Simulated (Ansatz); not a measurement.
# The perfect GaP wire along [111], 38 atoms a period, H-terminated

What gap, if any, does the GaP wire along [111], 38 atoms a period, H-terminated have, and how does it change with the functional?

Method: DFT PBE, plane waves, PAW; relaxation of a wire's period; PAW set soft_1, in the first sound run; inputs show where later runs differ, in Ansatz 0.2.0.

## Step 1: Starting point

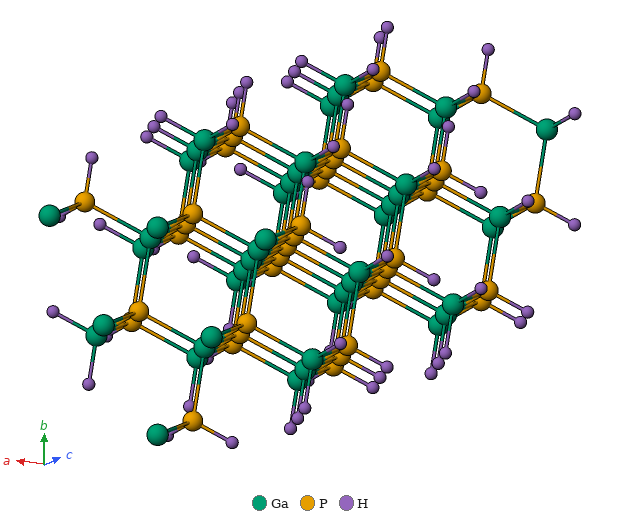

Start, viewed at a slant to the c axis; gallium teal, phosphorus orange, hydrogen purple. 1×1×2 cells are drawn. Some periodic images of atoms are drawn too.

The cell holds 68 atoms: 19 Ga, 19 P and 30 H. Its edges and angles: a = 17.172 Å, b = 18.636 Å, c = 9.544 Å, α = 90.0°, β = 90.0°, γ = 90.0°. Vacuum lies along a and b. The structure's axis is c.

## Step 2: The relaxed wire

Band widths follow the bond lengths, so the wire is relaxed first. The atoms and the third cell vector are free; the box across stays fixed as vacuum. A Fermi-Dirac smearing is set since the result may be a metal. The pressure printed is a third of the stress's trace over the whole box, vacuum included; only the stress along the axis is relaxed.

Contents of input.yaml:

```yaml
crystal:
  lattice:
    - [17.172, 0.0, 0.0]
    - [0.0, 18.636, 0.0]
    - [0.0, 0.0, 9.5435999497]
  atoms:
    - { symbol: Ga, position: [0.273122793, 0.624489296, 0.0] }
    - { symbol: Ga, position: [0.386567888, 0.443432625, 0.0] }
    - { symbol: Ga, position: [0.500012984, 0.624489296, 0.0] }
    - { symbol: Ga, position: [0.726903175, 0.624489296, 0.0] }
    - { symbol: P, position: [0.273122793, 0.624489296, 0.25] }
    - { symbol: P, position: [0.386567888, 0.443432625, 0.25] }
    - { symbol: P, position: [0.500012984, 0.262375954, 0.25] }
    - { symbol: P, position: [0.500012984, 0.624489296, 0.25] }
    - { symbol: P, position: [0.61345808, 0.443432625, 0.25] }
    - { symbol: P, position: [0.726903175, 0.624489296, 0.25] }
    - { symbol: H, position: [0.197996739, 0.423047087, 0.278148008] }
    - { symbol: H, position: [0.273122793, 0.303147032, 0.278148008] }
    - { symbol: H, position: [0.42488693, 0.785160429, 0.278148008] }
    - { symbol: H, position: [0.575139038, 0.785160429, 0.278148008] }
    - { symbol: H, position: [0.726903175, 0.303147032, 0.278148008] }
    - { symbol: H, position: [0.802029229, 0.423047087, 0.278148008] }
    - { symbol: H, position: [0.205128959, 0.588316917, 0.299946212] }
    - { symbol: H, position: [0.273122793, 0.696834055, 0.299946212] }
    - { symbol: H, position: [0.43201915, 0.226203575, 0.299946212] }
    - { symbol: H, position: [0.568006818, 0.226203575, 0.299946212] }
    - { symbol: H, position: [0.726903175, 0.696834055, 0.299946212] }
    - { symbol: H, position: [0.794897009, 0.588316917, 0.299946212] }
    - { symbol: Ga, position: [0.273122793, 0.383080402, 0.333333333] }
    - { symbol: Ga, position: [0.386567888, 0.564137073, 0.333333333] }
    - { symbol: Ga, position: [0.500012984, 0.383080402, 0.333333333] }
    - { symbol: Ga, position: [0.500012984, 0.745193744, 0.333333333] }
    - { symbol: Ga, position: [0.61345808, 0.564137073, 0.333333333] }
    - { symbol: Ga, position: [0.726903175, 0.383080402, 0.333333333] }
    - { symbol: P, position: [0.273122793, 0.383080402, 0.583333333] }
    - { symbol: P, position: [0.386567888, 0.564137073, 0.583333333] }
    - { symbol: P, position: [0.500012984, 0.383080402, 0.583333333] }
    - { symbol: P, position: [0.500012984, 0.745193744, 0.583333333] }
    - { symbol: P, position: [0.61345808, 0.564137073, 0.583333333] }
    - { symbol: P, position: [0.726903175, 0.383080402, 0.583333333] }
    - { symbol: H, position: [0.197996739, 0.543751534, 0.611481341] }
    - { symbol: H, position: [0.311441835, 0.724808205, 0.611481341] }
    - { symbol: H, position: [0.386567888, 0.242794808, 0.611481341] }
    - { symbol: H, position: [0.61345808, 0.242794808, 0.611481341] }
    - { symbol: H, position: [0.688584134, 0.724808205, 0.611481341] }
    - { symbol: H, position: [0.802029229, 0.543751534, 0.611481341] }
    - { symbol: H, position: [0.205128959, 0.346908022, 0.633279545] }
    - { symbol: H, position: [0.500012984, 0.817538503, 0.633279545] }
    - { symbol: H, position: [0.794897009, 0.346908022, 0.633279545] }
    - { symbol: Ga, position: [0.273122793, 0.503784849, 0.666666667] }
    - { symbol: Ga, position: [0.386567888, 0.322728178, 0.666666667] }
    - { symbol: Ga, position: [0.386567888, 0.68484152, 0.666666667] }
    - { symbol: Ga, position: [0.500012984, 0.503784849, 0.666666667] }
    - { symbol: Ga, position: [0.61345808, 0.68484152, 0.666666667] }
    - { symbol: Ga, position: [0.61345808, 0.322728178, 0.666666667] }
    - { symbol: Ga, position: [0.726903175, 0.503784849, 0.666666667] }
    - { symbol: P, position: [0.273122793, 0.503784849, 0.916666667] }
    - { symbol: P, position: [0.386567888, 0.322728178, 0.916666667] }
    - { symbol: P, position: [0.386567888, 0.68484152, 0.916666667] }
    - { symbol: P, position: [0.500012984, 0.503784849, 0.916666667] }
    - { symbol: P, position: [0.61345808, 0.68484152, 0.916666667] }
    - { symbol: P, position: [0.61345808, 0.322728178, 0.916666667] }
    - { symbol: P, position: [0.726903175, 0.503784849, 0.916666667] }
    - { symbol: H, position: [0.197996739, 0.664455981, 0.944814675] }
    - { symbol: H, position: [0.500012984, 0.182442584, 0.944814675] }
    - { symbol: H, position: [0.802029229, 0.664455981, 0.944814675] }
    - { symbol: H, position: [0.205128959, 0.46761247, 0.966612879] }
    - { symbol: H, position: [0.318574055, 0.286555799, 0.966612879] }
    - { symbol: H, position: [0.386567888, 0.757186279, 0.966612879] }
    - { symbol: H, position: [0.61345808, 0.757186279, 0.966612879] }
    - { symbol: H, position: [0.681451913, 0.286555799, 0.966612879] }
    - { symbol: H, position: [0.794897009, 0.46761247, 0.966612879] }
    - { symbol: Ga, position: [0.500012984, 0.262375954, 0.0] }
    - { symbol: Ga, position: [0.61345808, 0.443432625, 0.0] }
kpoints:
  mp_grid: { grid: [1, 1, 9] }
scf:
  occupations: { method: fermi_dirac, width: 0.05 }
hamiltonian:
  xc: pbe
  pseudopotentials: { kind: paw, azcp: { folder: soft_1 } }
relax:
  cell: { fix: [a, b, alpha, beta, gamma] }
  max_steps: 45
  f_tol: 0.03
```

Started as:

```bash
> ansatz run input.yaml --threads 4 --pin off --max-ram 16384MiB --backend cpu --events-out ev --progress --plain --runs-dir out
```

Numbers of over 12 decimals in the logs are rounded to 6 here.

Log:

```text
Engine: ansatz 0.2.0, aarch64-unknown-linux-gnu
Pseudopotentials: kind: paw
Pseudopotential: Ga, paw, valence charge 13, recommended cutoff 420 eV (normal), soft_1/Ga.paw.azcp
Pseudopotential: P, paw, valence charge 5, recommended cutoff 420 eV (normal), soft_1/P.paw.azcp
Pseudopotential: H, paw, valence charge 1, recommended cutoff 420 eV (normal), soft_1/H.paw.azcp
Functional definition: PBE
  parameter kappa = 0.804
  parameter beta = 0.066725
  exchange = pbe_x(kappa = kappa, mu = beta*pi^2/3)
  correlation = pbe_c(beta = beta)
Crystal: 68 atoms, lattice volume = 3054.118 Å³
Basis set: ecut = 420 eV, 59625 PW (Γ), exchange–correlation on 240×250×128 points (8 copies of the dense FFT grid, shifted against one another)
Bands: 254, of which v1, the nominal top of the filled ones, is band 186 counted from 1 (185 counted from 0)
Symmetry: 2 space group operations
Space group: Pm (ITA 6), of the structure as read, at distance tolerance 1.5e-4 Å
k-points: 5 of 9 (time reversal used)
Non-local potential: Ga, projectors of the file, l = 0: 2, l = 1: 2, l = 2: 3, l = 3: 1
Non-local potential: P, projectors of the file, l = 0: 2, l = 1: 2, l = 2: 1
Non-local potential: H, projectors of the file, l = 0: 2, l = 1: 1
PAW form: soft (Blöchl's): semilocal exchange-correlation on the pseudo side does not see the compensation charge
PAW one-centre angular grid: Ga, 590 points (default); XC on 64 Gauss nodes
PAW one-centre angular grid: P, 110 points (default); XC on 64 Gauss nodes
PAW one-centre angular grid: H, 110 points (default); XC on 64 Gauss nodes
Initial density: superposition of atomic densities (neutral atoms: chi_scale 0, normalization atom)
Initial wavefunctions: pseudopotential atomic-orbital guess
Functional: x = pbe(κ = 0.804, μ = 0.219515), c = pbe(β = 0.066725)
SCF iter   1: F=—  HF=-86731.267931 eV  |F-HF|=—  |Δ(HF+E_count)|=         —  Δρ=3.65e-2  dr2=3.86e1  ethr=3.10e-3  ⟨swp⟩=8.4  Hψ=6264  notcnv=0  defer=104
preconditioner: auto → Resta (q_TF=auto, 1.921 Å⁻¹)  ε∞=1.9  [insulator: Δε(μ)=3.290 eV  Ē_g=13.813 eV  σ=0.050 eV  W_gap=1.00  n_scr=360 (ndim 8)  ℏωp=13.0 eV  f_vac=0.574  D(μ)=0.00/eV (n_scr^D=0)  ε∞_Penn≈1.9  vacuum switching on, ρ_ref=1.4e-2 e/Å³]
SCF iter   2: F=—  HF=-86721.158045 eV  |F-HF|=—  |Δ(HF+E_count)|=    1.01e1  Δρ=1.69e-2  dr2=7.10e0  ethr=3.10e-3  ⟨swp⟩=4.0  Hψ=2451  notcnv=0  defer=313
SCF iter   3: F=—  HF=-86719.828562 eV  |F-HF|=—  |Δ(HF+E_count)|=    1.33e0  Δρ=4.06e-3  dr2=8.74e-1  ethr=1.91e-3  ⟨swp⟩=3.4  Hψ=1943  notcnv=0  defer=313
SCF iter   4: F=—  HF=-86719.480201 eV  |F-HF|=—  |Δ(HF+E_count)|=   3.48e-1  Δρ=1.61e-3  dr2=8.65e-2  ethr=2.35e-4  ⟨swp⟩=4.6  Hψ=2505  notcnv=0  defer=305
SCF iter   5: F=—  HF=-86719.481548 eV  |F-HF|=—  |Δ(HF+E_count)|=   1.35e-3  Δρ=5.52e-4  dr2=1.30e-2  ethr=2.33e-5  ⟨swp⟩=2.4  Hψ=1932  notcnv=0  defer=305
SCF iter   6: F=—  HF=-86719.483375 eV  |F-HF|=—  |Δ(HF+E_count)|=   1.83e-3  Δρ=2.08e-4  dr2=1.81e-3  ethr=3.48e-6  ⟨swp⟩=3.0  Hψ=2194  notcnv=0  defer=305
SCF iter   7: F=—  HF=-86719.483982 eV  |F-HF|=—  |Δ(HF+E_count)|=   6.06e-4  Δρ=7.34e-5  dr2=1.33e-4  ethr=4.85e-7  ⟨swp⟩=2.0  Hψ=1795  notcnv=0  defer=305
SCF iter   8: F=—  HF=-86719.484198 eV  |F-HF|=—  |Δ(HF+E_count)|=   2.16e-4  Δρ=2.09e-5  dr2=1.53e-5  ethr=3.58e-8  ⟨swp⟩=2.0  Hψ=1893  notcnv=0  defer=305
SCF iter   9: F=—  HF=-86719.484077 eV  |F-HF|=—  |Δ(HF+E_count)|=   1.21e-4  Δρ=9.36e-6  dr2=3.44e-6  ethr=4.11e-9  ⟨swp⟩=2.0  Hψ=2200  notcnv=0  defer=305
SCF iter  10: F=—  HF=-86719.484077 eV  |F-HF|=—  |Δ(HF+E_count)|=   2.85e-7  Δρ=1.85e-6  dr2=1.55e-7  ethr=9.24e-10  ⟨swp⟩=2.0  Hψ=1895  notcnv=0  defer=305
SCF iter  11: F=-86719.484077 eV  HF=-86719.484077 eV  |F-HF|=9.75e-9  |Δ(HF+E_count)|=   1.32e-7  Δρ=6.54e-7  dr2=1.79e-8  ethr=2.69e-11  ⟨swp⟩=5.0  Hψ=3700  notcnv=0
SCF 1 converged in 11 iterations: F = -86719.484077 eV  dr2 = 1.79e-8
  greatest PAW one-centre occupation: 0.994 electrons in one spin orbital (limit 2), on the Ga atom at site 3 (counted from 0), in its partial waves of l = 2
relax step   1: F+E_penalty+E_count = -86719.48407744 eV  Δ(F+E_penalty+E_count) = +0.000e0 eV  max|allowed force component| = 8.189e-1 eV/Å  Δτ_max = 0.0000 Å  P = -0.185 GPa  Ω = 3054.118 Å³  fix = [a, b, alpha, beta, gamma]  reactions: a -0.315, b -0.316 GPa; alpha -0.001 GPa/rad  (11 SCF iters, dr2 threshold 1.00e-7 eV, accepted)
Crystal: 68 atoms, lattice volume = 3054.061 Å³
Initial density: handed on by an earlier stage of this run
Initial wavefunctions: those handed on with the density
iter 1 solved again at ethr=6.89e-4 eV; its pass at ethr=3.10e-3 eV (dr2=2.56e0 eV) is discarded
SCF iter   1: F=—  HF=-86720.986153 eV  |F-HF|=—  |Δ(HF+E_count)|=         —  Δρ=1.25e-2  dr2=2.65e0  ethr=6.89e-4  ⟨swp⟩=5.0  Hψ=6712  notcnv=0
preconditioner: auto → Resta (q_TF=auto, 1.921 Å⁻¹)  ε∞=1.9  [insulator: Δε(μ)=2.782 eV  Ē_g=13.939 eV  σ=0.050 eV  W_gap=1.00  n_scr=360 (ndim 8)  ℏωp=13.0 eV  f_vac=0.615  D(μ)=0.00/eV (n_scr^D=0)  ε∞_Penn≈1.9  vacuum switching on, ρ_ref=1.4e-2 e/Å³]
SCF iter   2: F=—  HF=-86720.568032 eV  |F-HF|=—  |Δ(HF+E_count)|=   4.18e-1  Δρ=6.01e-3  dr2=5.22e-1  ethr=6.89e-4  ⟨swp⟩=5.0  Hψ=2374  notcnv=0
SCF iter   3: F=—  HF=-86720.573069 eV  |F-HF|=—  |Δ(HF+E_count)|=   5.04e-3  Δρ=1.61e-3  dr2=2.59e-1  ethr=1.40e-4  ⟨swp⟩=3.6  Hψ=2002  notcnv=0  defer=241
SCF iter   4: F=—  HF=-86720.530017 eV  |F-HF|=—  |Δ(HF+E_count)|=   4.31e-2  Δρ=4.11e-4  dr2=5.79e-3  ethr=6.97e-5  ⟨swp⟩=2.4  Hψ=1349  notcnv=0  defer=303
SCF iter   5: F=—  HF=-86720.530862 eV  |F-HF|=—  |Δ(HF+E_count)|=   8.46e-4  Δρ=1.21e-4  dr2=6.88e-4  ethr=1.56e-6  ⟨swp⟩=2.0  Hψ=2018  notcnv=0  defer=303
SCF iter   6: F=—  HF=-86720.530878 eV  |F-HF|=—  |Δ(HF+E_count)|=   1.57e-5  Δρ=4.76e-5  dr2=1.18e-4  ethr=1.85e-7  ⟨swp⟩=2.0  Hψ=1837  notcnv=0  defer=303
SCF iter   7: F=—  HF=-86720.530879 eV  |F-HF|=—  |Δ(HF+E_count)|=   1.39e-6  Δρ=1.49e-5  dr2=9.25e-6  ethr=3.18e-8  ⟨swp⟩=2.0  Hψ=1837  notcnv=0  defer=303
SCF iter   8: F=-86720.530882 eV  HF=-86720.530882 eV  |F-HF|=3.32e-8  |Δ(HF+E_count)|=   2.19e-6  Δρ=5.02e-6  dr2=8.14e-7  ethr=1.83e-9  ⟨swp⟩=5.0  Hψ=3565  notcnv=0
SCF 2 converged in 8 iterations: F = -86720.530882 eV  dr2 = 8.14e-7
relax step   2: F+E_penalty+E_count = -86720.53088156 eV  Δ(F+E_penalty+E_count) = -1.047e0 eV  max|allowed force component| = 3.786e-1 eV/Å  Δτ_max = 0.1943 Å  P = -0.134 GPa  Ω = 3054.061 Å³  energy of the carried Pulay correction = +7.658e-6 eV  fix = [a, b, alpha, beta, gamma]  reactions: a -0.118, b -0.122 GPa; alpha +0.000 GPa/rad  (8 SCF iters, dr2 threshold 6.80e-6 eV, accepted)
[...]
atom   1  Ga     0.00173145    -0.00082673    -0.00234678
  atom   2  Ga     0.00229666     0.00128360     0.00164948
  atom   3  Ga     0.00000000    -0.00252025     0.00159796
  atom   4  Ga    -0.00173145    -0.00082673    -0.00234678
  atom   5  P      0.00197750    -0.00122262    -0.00572488
  atom   6  P     -0.01314053    -0.00756729     0.00442441
  atom   7  P      0.00000000     0.00233090    -0.00574791
  atom   8  P      0.00000000     0.01517755     0.00439868
  atom   9  P      0.01314053    -0.00756729     0.00442441
  atom  10  P     -0.00197750    -0.00122262    -0.00572488
  atom  11  H     -0.00271184    -0.00014619     0.00069453
  atom  12  H     -0.00140042    -0.00234733     0.00068480
  atom  13  H     -0.00137184     0.00229371     0.00069876
  atom  14  H      0.00137184     0.00229371     0.00069876
  atom  15  H      0.00140042    -0.00234733     0.00068480
  atom  16  H      0.00271184    -0.00014619     0.00069453
  atom  17  H     -0.00069480    -0.00183070     0.00139400
  atom  18  H      0.00124223     0.00158224     0.00136315
  atom  19  H     -0.00198871     0.00030830     0.00135806
  atom  20  H      0.00198871     0.00030830     0.00135806
  atom  21  H     -0.00124223     0.00158224     0.00136315
  atom  22  H      0.00069480    -0.00183070     0.00139400
  atom  23  Ga     0.00672108     0.00390940    -0.00551336
  atom  24  Ga     0.00714647    -0.00409924     0.00224219
  atom  25  Ga     0.00000000     0.00826615     0.00221435
  atom  26  Ga     0.00000000    -0.00765144    -0.00546649
  atom  27  Ga    -0.00714647    -0.00409924     0.00224219
  atom  28  Ga    -0.00672108     0.00390940    -0.00551336
  atom  29  P     -0.00557936    -0.00321122    -0.00039795
  atom  30  P     -0.00779424     0.00437978     0.00376076
  atom  31  P      0.00000000    -0.00890213     0.00377642
  atom  32  P      0.00000000     0.00636371    -0.00057594
  atom  33  P      0.00779424     0.00437978     0.00376076
  atom  34  P      0.00557936    -0.00321122    -0.00039795
  atom  35  H     -0.00280148     0.00040220     0.00124715
  atom  36  H     -0.00170177     0.00212821     0.00123838
  atom  37  H     -0.00104473    -0.00254824     0.00124848
  atom  38  H      0.00104473    -0.00254824     0.00124848
  atom  39  H      0.00170177     0.00212821     0.00123838
  atom  40  H      0.00280148     0.00040220     0.00124715
[...]
atom  57  P     -0.00102108    -0.00358918    -0.00206618
  atom  58  H      0.00145132    -0.00086748     0.00208740
  atom  59  H      0.00000000     0.00180671     0.00208633
  atom  60  H     -0.00145132    -0.00086748     0.00208740
  atom  61  H     -0.00135879     0.00093044    -0.00086118
  atom  62  H      0.00009809    -0.00169846    -0.00084735
  atom  63  H     -0.00149017     0.00080535    -0.00082711
  atom  64  H      0.00149017     0.00080535    -0.00082711
  atom  65  H     -0.00009809    -0.00169846    -0.00084735
  atom  66  H      0.00135879     0.00093044    -0.00086118
  atom  67  Ga     0.00000000     0.00180476    -0.00232101
  atom  68  Ga    -0.00229666     0.00128360     0.00164948
  max |Σ_I F_I| component: 3.03e-6 eV/Å
--- Stress (GPa, compression-positive) ---
        0.003348       0.000000       0.000000
        0.000000       0.000614       0.000017
        0.000000       0.000017      -0.001758
  P = ⅓ Tr σ = 0.0007 GPa (0.007 kbar)
--- Relaxed structure (5 steps of the walk, 5 accepted, 1 SCFs on fresh bases) ---
  F+E_penalty+E_count = -86720.80782542 eV   max|allowed force component| = 1.518e-2 eV/Å   (the final SCF, on the basis selected at the relaxed cell)
  cell:  # Å, volume = 3055.2791 Å³
    - [17.172, 0.0, 0.0]
    - [0.0, 18.636, 0]
    - [0.0, 0, 9.547228]
  atoms:
    - { symbol: Ga, position: [0.267357, 0.627568, -0.0066035] }
    - { symbol: Ga, position: [0.388226, 0.444323, 0.00869265] }
    - { symbol: Ga, position: [0.500013, 0.622742, 0.00868643] }
    - { symbol: Ga, position: [0.732669, 0.627568, -0.0066035] }
    - { symbol: P, position: [0.279264, 0.621220, 0.244351] }
    - { symbol: P, position: [0.384481, 0.442320, 0.256408] }
    - { symbol: P, position: [0.500013, 0.268898, 0.244344] }
    - { symbol: P, position: [0.500013, 0.626719, 0.256408] }
    - { symbol: P, position: [0.615545, 0.442320, 0.256408] }
    - { symbol: P, position: [0.720762, 0.621220, 0.244351] }
    - { symbol: H, position: [0.196354, 0.427172, 0.278601] }
    - { symbol: H, position: [0.276190, 0.299755, 0.278622] }
    - { symbol: H, position: [0.420178, 0.784420, 0.278630] }
    - { symbol: H, position: [0.579848, 0.784420, 0.278630] }
    - { symbol: H, position: [0.723836, 0.299755, 0.278622] }
    - { symbol: H, position: [0.803672, 0.427172, 0.278601] }
    - { symbol: H, position: [0.210476, 0.590808, 0.301580] }
    - { symbol: H, position: [0.273439, 0.691314, 0.301594] }
    - { symbol: H, position: [0.437041, 0.229196, 0.301549] }
    - { symbol: H, position: [0.562985, 0.229196, 0.301549] }
    - { symbol: H, position: [0.726587, 0.691314, 0.301594] }
    - { symbol: H, position: [0.789550, 0.590808, 0.301580] }
    - { symbol: Ga, position: [0.266951, 0.379789, 0.327098] }
    - { symbol: Ga, position: [0.391398, 0.561573, 0.341513] }
    - { symbol: Ga, position: [0.500013, 0.388214, 0.341503] }
    - { symbol: Ga, position: [0.500013, 0.751777, 0.327132] }
    - { symbol: Ga, position: [0.608628, 0.561573, 0.341513] }
    - { symbol: Ga, position: [0.733075, 0.379789, 0.327098] }
    - { symbol: P, position: [0.279017, 0.386212, 0.578256] }
    - { symbol: P, position: [0.386174, 0.564350, 0.589383] }
    - { symbol: P, position: [0.500013, 0.382651, 0.589378] }
    - { symbol: P, position: [0.500013, 0.738942, 0.578282] }
    - { symbol: P, position: [0.613852, 0.564350, 0.589383] }
    - { symbol: P, position: [0.721009, 0.386212, 0.578256] }
    - { symbol: H, position: [0.193959, 0.545792, 0.612916] }
    - { symbol: H, position: [0.307484, 0.726990, 0.612905] }
    - { symbol: H, position: [0.386483, 0.238535, 0.612953] }
    - { symbol: H, position: [0.613543, 0.238535, 0.612953] }
    - { symbol: H, position: [0.692541, 0.726990, 0.612905] }
    - { symbol: H, position: [0.806067, 0.545792, 0.612916] }
    - { symbol: H, position: [0.211995, 0.350553, 0.632123] }
    - { symbol: H, position: [0.500013, 0.810250, 0.632156] }
    - { symbol: H, position: [0.788030, 0.350553, 0.632123] }
    - { symbol: Ga, position: [0.269289, 0.505641, 0.661951] }
    - { symbol: Ga, position: [0.386390, 0.318738, 0.661956] }
    - { symbol: Ga, position: [0.382909, 0.686987, 0.661954] }
    - { symbol: Ga, position: [0.500013, 0.503786, 0.669100] }
    - { symbol: Ga, position: [0.617117, 0.686987, 0.661954] }
    - { symbol: Ga, position: [0.613636, 0.318738, 0.661956] }
    - { symbol: Ga, position: [0.730737, 0.505641, 0.661951] }
    - { symbol: P, position: [0.278956, 0.506905, 0.913648] }
    - { symbol: P, position: [0.392407, 0.325825, 0.913650] }
    - { symbol: P, position: [0.386553, 0.678644, 0.913648] }
    - { symbol: P, position: [0.500013, 0.503792, 0.919965] }
    - { symbol: P, position: [0.613473, 0.678644, 0.913648] }
    - { symbol: P, position: [0.607619, 0.325825, 0.913650] }
    - { symbol: P, position: [0.721070, 0.506905, 0.913648] }
    - { symbol: H, position: [0.192028, 0.667620, 0.946594] }
    - { symbol: H, position: [0.500013, 0.176109, 0.946545] }
    - { symbol: H, position: [0.807998, 0.667620, 0.946594] }
    - { symbol: H, position: [0.211836, 0.471199, 0.966658] }
    - { symbol: H, position: [0.325293, 0.290109, 0.966660] }
    - { symbol: H, position: [0.386549, 0.750061, 0.966636] }
    - { symbol: H, position: [0.613477, 0.750061, 0.966636] }
    - { symbol: H, position: [0.674733, 0.290109, 0.966660] }
    - { symbol: H, position: [0.788190, 0.471199, 0.966658] }
    - { symbol: Ga, position: [0.500013, 0.256251, -0.00660319] }
    - { symbol: Ga, position: [0.611800, 0.444323, 0.00869265] }
[key lines of the parts left out:]
SCF converged after 6 iterations
Free energy (F): -86720.807825 eV
Fermi energy:    -0.848849 eV
```

Elapsed: 12 min, on 4 threads of Arm Neoverse V2, shared host; peak memory 12 GiB; 48 min of CPU time.

(Part 1 of 2 ends here.)

[Logs are printed without paths, hosts, clocks, repeated set-up lines and the standing remarks that a program may print on its own settings, such as how far it seeks lower states.]

[Hosts, paths, dates, database ids (printed as entryN), source tags and the programs' standing remarks are cut or masked in the printed files.]
